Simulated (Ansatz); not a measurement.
One crystal and one scan (energy against volume) at two levels, PBE (plane waves to 420 eV, PAW, scalar-relativistic; Ansatz, a first-principles code) and PBEsol (plane waves to 420 eV, PAW, scalar-relativistic; Ansatz), each from its own relaxed cell and on its own mesh. The cell shown is that of PBE.

AlAs (zinc blende)

```yaml
crystal:
  lattice:
    - [0.00000, 2.86406, 2.86406]
    - [2.86406, 0.00000, 2.86406]
    - [2.86406, 2.86406, 0.00000]
  atoms:
    - { symbol: As, position: [0.75000, 0.75000, 0.75000] }
    - { symbol: Al, position: [0.00000, 0.00000, 0.00000] }
```

E(V) scan at fixed shape, V₀ the volume above. Symmetry pins the atoms to their sites.

The energy includes the smearing's −TS. AlAs was relaxed with its symmetry unable to fall. The PAW data are Ansatz's earlier set. Percentages come from the unrounded values. Both scans cover V/V₀ from 0.840 to 1.160.

| quantity | PBE | PBEsol | PBE − PBEsol |
|---|---|---|---|
| Lattice constant a (Å) | 5.728 | 5.674 | +0.054 (+0.9 %) |
| Pressure at the smallest volume (GPa) | 16.9 | 18.1 | -1.2 (-7 %) |
| Energy cost of the largest compression (meV/atom) | 170.9 | 178.2 | -7.3 (-4.1 %) |
| Energy cost of the largest expansion (meV/atom) | 96.4 | 101.0 | -4.6 (-4.5 %) |
| Bulk modulus B₀ (third-order Birch-Murnaghan fit) (GPa) | 66.9 | 71.9 | -5.0 (-7.0 %) |
| Pressure derivative B₀′ (fit) | 4.3 | 4.2 | +0.1 (+1 %) |
| Pressure for 5 % compression (fit) (GPa) | 3.8 | 4.1 | -0.3 (-7 %) |

PBE gives the higher value for: lattice constant a. PBE gives the lower value for: pressure at the smallest volume; energy cost of the largest compression; energy cost of the largest expansion; bulk modulus B₀; pressure for 5 % compression. They agree on: pressure derivative B₀′ (within 1.5 %). For the lattice constant a the reference is 5.649 Å (measured, corrected to the static lattice; as given in Daniel Mejia-Rodriguez, S. B. Trickey, Physical Review B (2018), arXiv:1807.09216): PBEsol lies nearer. For the bulk modulus B₀ the reference is 75 GPa (measured, corrected to the static lattice; as given in Daniel Mejia-Rodriguez, S. B. Trickey, Physical Review B (2018), arXiv:1807.09216): PBEsol lies nearer.  Neither level is exact: the differences show how much the result hangs on the functional.

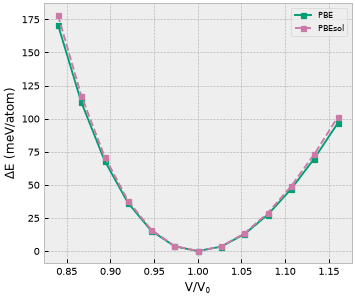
ΔE, each from the relaxed starting cell of its own level.

(A scan under strain: stresses follow from slopes of the energy per volume, elastic moduli from its curvatures.)
